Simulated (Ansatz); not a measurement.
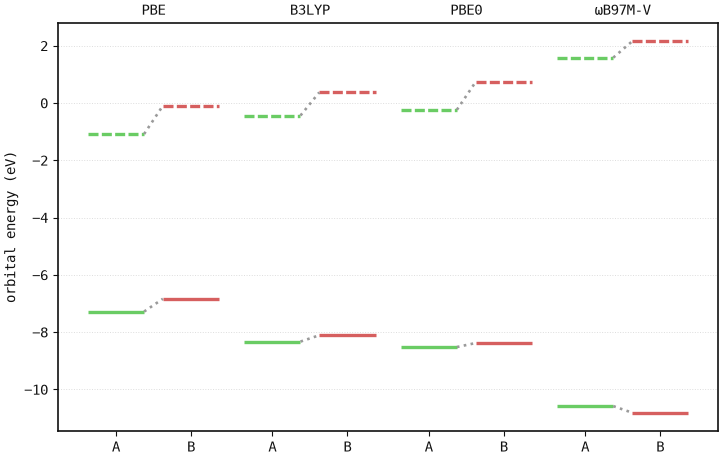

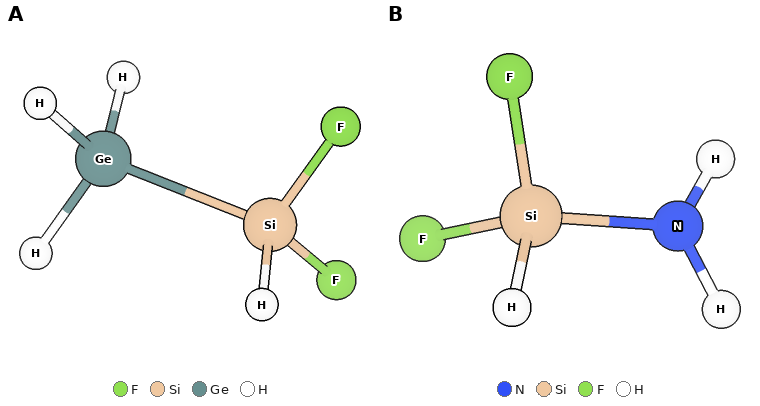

One change: A, GeSiH₄F₂ (SMILES F[SiH](F)[GeH3]), becomes B, SiNH₃F₂ (SMILES N[SiH](F)F). GeH₃ on Si is replaced by NH₂. HOMO (solid) and LUMO (dashed) computed in def2-TZVPP at PBE0-D4/def2-TZVP geometries, both minima by their frequencies, gas phase, the Ansatz code 0.2.0. Empty levels above zero depend strongly on the basis.

What does the change do to HOMO and LUMO?

PBE: the HOMO rises by 0.45 eV, the LUMO rises by 0.99 eV, and the separation goes from 6.20 to 6.74 eV. B3LYP: the HOMO rises by 0.22 eV, the LUMO rises by 0.81 eV, and the separation goes from 7.89 to 8.48 eV. PBE0: the HOMO rises by 0.14 eV, the LUMO rises by 0.97 eV, and the separation goes from 8.28 to 9.12 eV. ωB97M-V: the HOMO falls by 0.23 eV, the LUMO rises by 0.57 eV, and the separation goes from 12.17 to 12.96 eV.

Do the functionals agree on the effect?

Not on every direction; the HOMO shift lies between −0.23 and 0.45 eV and the LUMO shift between 0.57 and 0.99 eV, while the separations themselves differ by up to 6.2 eV between functionals.
